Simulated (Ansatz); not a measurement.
The parent structure is TaAs (space group I4_1md, No. 109; a = 3.4415 Å, c = 11.7136 Å).

Structures relaxed with Kohn–Sham DFT with the r2SCAN functional, run in Ansatz (a quantum-chemistry and plane-wave program) with PAW and 500 eV plane waves, scalar-relativistic without spin-orbit coupling, earlier PAW set.

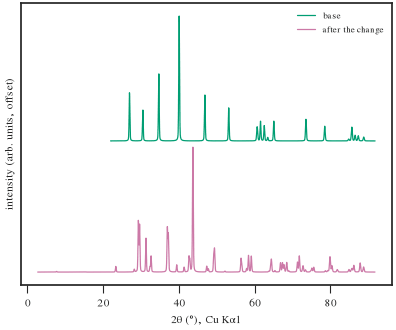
*Simulated powder patterns before (top) and after one change*

Problem. What was done to the base?
A) x(N) = 0.667, 12 atoms, P1
B) x(N) = 0.5, 8 atoms, Pmm2
C) x(N) = 0.667, 12 atoms, Fdd2

Solution. B, x(N) = 0.5, 8 atoms, Pmm2. Its volume per atom is 14.06 Å³ against 17.34 Å³, and its space group is Pmm2 (No. 25).

These are small ordered cells, not random alloys; other orderings at the same x differ. No phonon test of stability was made. All final runs are without spin polarisation.
